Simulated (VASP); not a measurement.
Band structure of CoGa (CsCl type). All values below come from PBE GGA with spin-orbit coupling, VASP's PBE PAW potentials (set 64) (plane waves; VASP 6.6.1).

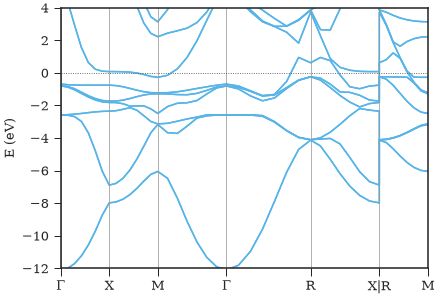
Figure. Bands along high-symmetry lines, zero at the valence-band maximum or, without a gap, the Fermi level

Q: Read the plot: is there a gap, and where are the band edges?

A: It has no gap at this level: it comes out as a metal or semimetal.

The compound is CoGa in the CsCl type structure. It was relaxed first.
